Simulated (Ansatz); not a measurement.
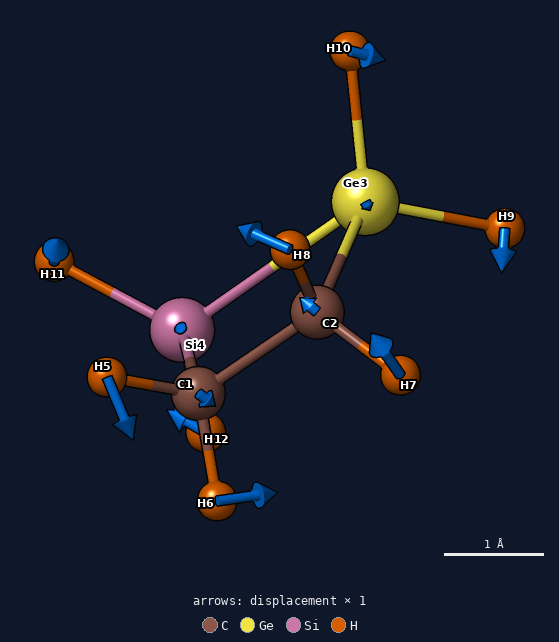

This is a relaxation of C$_{2}$H$_{8}$GeSi. The starting structure is drawn; blue arrows show the displacements, at their true length. The two geometries are superimposed by the best rigid fit.

Style: ball-and-stick. Shown from a free direction.

The start comes from PBE-D4/def2-SVP.

Method: RKS PBE0-D4/def2-TZVP in Ansatz 0.2.0.

The input:
```yaml
crystal:
  periodic: [false, false, false]
  atoms:
    - {symbol: C, position_ang: [-0.975120, 0.160695, -0.732082]}
    - {symbol: C, position_ang: [0.338777, 1.007952, -0.640813]}
    - {symbol: Ge, position_ang: [1.349975, 0.018417, 0.800443]}
    - {symbol: Si, position_ang: [-0.690023, -1.223880, 0.590342]}
    - {symbol: H, position_ang: [-1.133948, -0.260838, -1.746366]}
    - {symbol: H, position_ang: [-1.879133, 0.762066, -0.501963]}
    - {symbol: H, position_ang: [0.151256, 2.062773, -0.357502]}
    - {symbol: H, position_ang: [0.906388, 1.022112, -1.592673]}
    - {symbol: H, position_ang: [1.618362, 0.842649, 2.091592]}
    - {symbol: H, position_ang: [2.694562, -0.608424, 0.335039]}
    - {symbol: H, position_ang: [-0.639380, -2.630166, 0.046431]}
    - {symbol: H, position_ang: [-1.664716, -1.208455, 1.741652]}
basis:
  gaussian: {orbitals: def2-TZVP}
hamiltonian: {xc: pbe0, dispersion: d4}
relax: {f_tol: 0.005, max_steps: 150}
```

Launched with:
```bash
ansatz run in.yaml --threads 4 --pin off --events-out ev --progress --plain --max-ram 10444MiB
```

> Atoms of which element are displaced furthest, and by how much?

Hydrogen: up to 0.71 Å, against 0.24 Å for carbon.

> What did the optimiser do to the structure, and how much energy did it gain?

The energy falls by 0.098 eV in 15 accepted moves (16 points after the start). The largest force component goes from 0.54 to 0.004 eV/Å. The line search rejected the trial step at point 11 of the run. The largest moves after the best rigid fit, 0.71 Å, are those of H5 and H6. By element the largest moves are H 0.71 Å, C 0.24 Å, Ge 0.11 Å, Si 0.11 Å. Among the contacts that change: C1–Si4 1.936 → 1.903 Å, Ge3–Si4 2.398 → 2.374 Å, C2–Ge3 2.020 → 1.998 Å, Si4–H11 1.509 → 1.490 Å. Among the angles between lasting bonds that change: Ge3–Si4–H12 118.5° → 125.3°, Ge3–Si4–H11 119.1° → 112.4°, Si4–C1–H5 111.9° → 117.6°. Groups turn about C1–C2 by about 35°, C1–Si4 by about 30°, C2–Ge3 by about 30°.
